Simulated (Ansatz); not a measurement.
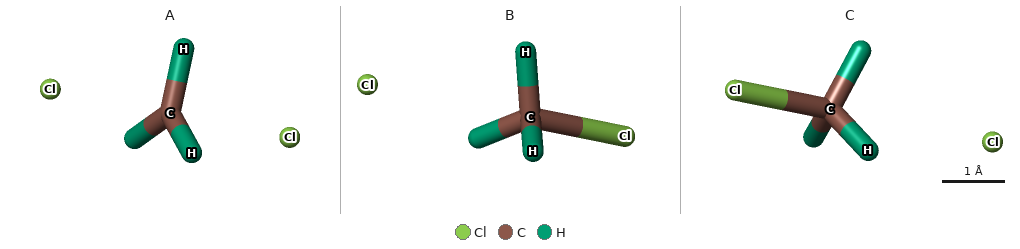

Three geometries of CH3Cl2 (charge −1): a saddle point and the two minima that it joins, in shuffled order. Style: stick. Shown at a tilt. Sticks join atoms that are closer than about 1.2 times the sum of their covalent radii (a little more with hydrogen).

Stationary points at PBE0-D4/def2-TZVPD, single-point energies with CCSD(T)/CBS, B3LYP-D4, SPW92 (LDA), B97M-V (def2-TZVPPD where no basis is named; Ansatz 0.2.0). The energies are electronic, without zero-point or thermal terms, and both ends are the minima reached downhill from the saddle, with any fragments still in contact. CCSD(T)/CBS stands for a frozen-core estimate: MP2 correlation extrapolated from def2-TZVPPD and def2-QZVPPD, CCSD(T) minus MP2 from the smaller set.

> Which frame is the transition state, what reaction does it lead through, and what barrier is to be expected?

Frame A is the saddle point. From B over the saddle to C, a bond forms: C–Cl (3.14 → 2.30 → 1.81 Å). A bond breaks: C–Cl (1.81 → 2.30 → 3.13 Å). The saddle has one imaginary mode, 416i cm⁻¹. With CCSD(T)/CBS the barrier is 13.5 kcal/mol from B and 13.5 kcal/mol from C, and C lies 0.0 kcal/mol above B.

| level | barrier from B (kcal/mol) | barrier from C (kcal/mol) | C less B (kcal/mol) |
| --- | --- | --- | --- |
| CCSD(T)/CBS | 13.5 | 13.5 | 0.0 |
| B3LYP-D4 | 8.9 | 8.9 | 0.0 |
| SPW92 (LDA) | 6.9 | 6.9 | 0.0 |
| B97M-V | 10.7 | 10.7 | 0.0 |

Against CCSD(T)/CBS, B97M-V comes closest on the barrier from B (−2.8 kcal/mol) and SPW92 (LDA) misses most (−6.6 kcal/mol).

Limits of the set-up: the start holds two separate molecules, 3.0 Å apart at their closest, whose relative position is a soft coordinate.
